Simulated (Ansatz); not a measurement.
A series of calculations on ZnH₂Cl₂

## 1. Relaxation

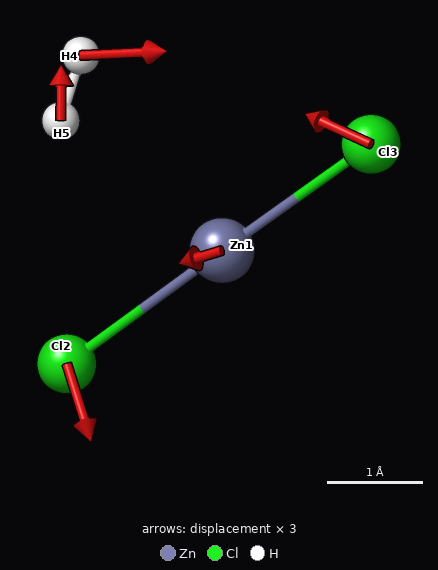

This is a relaxation of ZnH₂Cl₂. The starting structure is drawn; red arrows show the displacements, 3 times their true length. The two geometries are superimposed by the best rigid fit.

A ball-and-stick model, seen at a tilt.

The run prepares an end point of a later path (reaction) calculation, from a guessed geometry.

Level of theory: RKS PBE0-D4/def2-SVP (Ansatz 0.2.0).

Input file:
```yaml
crystal:
  periodic: [false, false, false]
  atoms:
    - { symbol: Zn, position_ang: [0.309246, 0.0, 0.1142] }
    - { symbol: Cl, position_ang: [0.50066, 0.0, 2.305057] }
    - { symbol: Cl, position_ang: [0.15048, 0.0, -1.976932] }
    - { symbol: H, position_ang: [-2.378199, 0.0, 0.77591] }
    - { symbol: H, position_ang: [-1.867086, 0.0, 1.285164] }
basis:
  gaussian: { orbitals: def2-SVP }
hamiltonian:
  xc: pbe0
  dispersion: d4
relax:
  f_tol: 0.03
  max_steps: 50
```

Launched with:
```bash
ansatz run input.yaml --threads 1 --pin off --max-ram 2048MiB --backend cpu --events-out ev --progress --plain --runs-dir out
```

What happened in the run?

The largest move after the best rigid fit is that of H4, 0.36 Å. By element the largest moves are H 0.36 Å, Cl 0.30 Å, Zn 0.19 Å. Near-neighbour distances that change, for instance: Zn1–Cl2 2.199 → 2.105 Å, H4–H5 0.722 → 0.765 Å, Zn1–Cl3 2.097 → 2.105 Å. Bond angles that change, for instance: Cl2–Zn1–Cl3 179.3° → 174.7°. After 6 accepted moves (7 points after the start) the energy has fallen by 14.0 kJ/mol. The largest force component goes from 1.3 to 0.0059 eV/Å. The line search rejected the trial step at point 6 of the run. The forces were under the threshold at step 5, but the run went on from there.

Limits of the set-up: the start holds two separate molecules, 2.5 Å apart at their closest, whose relative position is a soft coordinate.

## 2. Relaxation

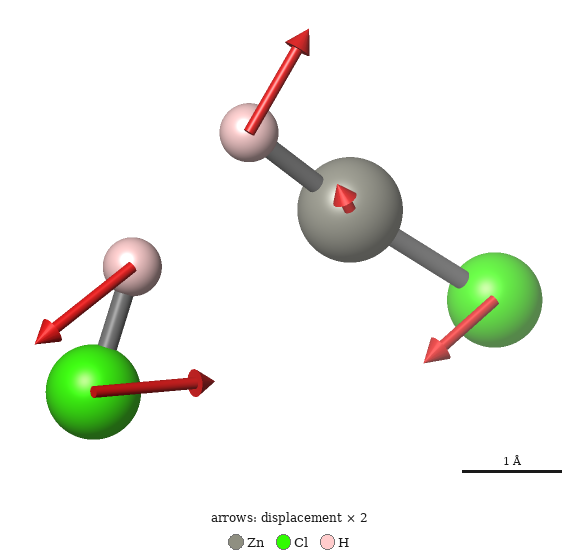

A relaxation of ZnH₂Cl₂. The starting structure is drawn; red arrows show the displacements, magnified 2 times. The two geometries are superimposed by the best rigid fit.

The picture is a ball-and-stick view, seen at a tilt.

The run prepares an end point of a later path (reaction) calculation, from a guessed geometry.

All numbers below come from RKS PBE0-D4/def2-SVP (Ansatz 0.2.0). (no spin polarisation; force threshold 0.03 eV/Å; at most 50 steps)

Q: What happened in the run?

A: The atom that moves furthest after the best rigid fit is a Cl atom (0.74 Å). Largest moves by element: Cl 0.74 Å, H 0.67 Å, Zn 0.17 Å. Near-neighbour distances that change, for instance: Cl–Zn 3.438 → 2.838 Å, Cl–H 1.336 → 1.289 Å, H–Zn 1.561 → 1.536 Å, Cl–Zn 2.106 → 2.124 Å. Among the angles between lasting bonds that change: Cl–Zn–H 175.5° → 169.4°. Over 11 accepted moves (13 points after the start) the energy falls by 13.9 kJ/mol. Largest force component: 0.94 eV/Å at the start, 0.018 eV/Å at the end. The line search rejected the trial steps at points 7, 10 of the run. The forces were under the threshold at step 9, but the run went on from there. Cost: 46 s on 1 thread of Arm Neoverse V1 (shared host), peak memory 0.16 GiB.

## 3. Path

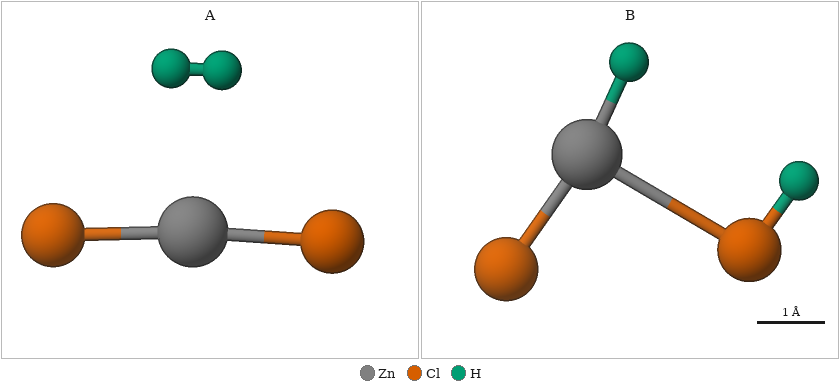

The two relaxed end points of a path for ZnH2Cl2, made up at the start of ZnCl2 and H2. A ball-and-stick model, seen face on.

The calculation used RKS PBE0-D4/def2-SVP in Ansatz 0.2.0.

Settings: 9 movable images; climbing image; force threshold 0.03 eV/Å; iteration limit 48.

Start:
```xyz
5

Zn    0.2651    0.0000    0.2931
Cl    0.8134    0.0000    2.3256
Cl   -0.0916    0.0000   -1.7815
H    -2.2236    0.0000    0.4610
H    -2.0483    0.0000    1.2052
```

End:
```xyz
5

Zn   -0.9807    0.0000   -0.5517
Cl    0.1895    0.0000    2.0339
Cl    0.8782    0.0000   -1.5785
H    -2.4388    0.0000   -0.0678
H    -0.9332    0.0000    2.6674
```

Predict the minimum-energy path and its barrier.

The energy climbs by 126.1 kJ/mol to image 5 and then falls by 40.5 kJ/mol, so the end point sits at +85.6 kJ/mol. Breaking: H4–H5 (0.76 → 1.13 at the top → 3.12 Å). Forming: Cl2–H5 (3.07 → 1.53 at the top → 1.29 Å), Zn1–H4 (2.49 → 1.67 at the top → 1.54 Å). The band is converged. At the top, the vibrational analysis gives one imaginary mode (865i cm⁻¹), as a transition state must have.

Energies of the converged images:

```
image  path (Å)  E (kJ/mol)
    0      0.00         0.0
    1      0.36         1.7
    2      0.72        10.8
    3      1.07        37.4
    4      1.43        88.9
    5      1.79       126.1
    6      2.14       107.0
    7      2.49        94.0
    8      2.84        89.5
    9      3.19        86.5
   10      3.54        85.6
```

The geometry at the top of the path:

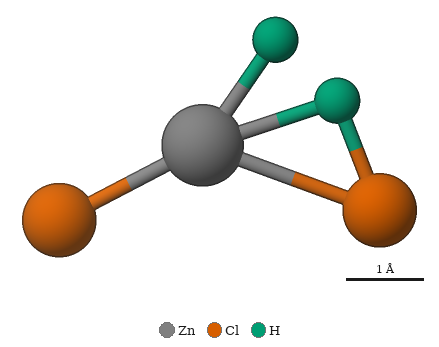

Limits of the set-up: the start holds two separate molecules, 2.5 Å apart at their closest, whose relative position is a soft coordinate.

The run took 4.6 min on 1 thread of Arm Neoverse V1 (shared host), peak memory 0.18 GiB.
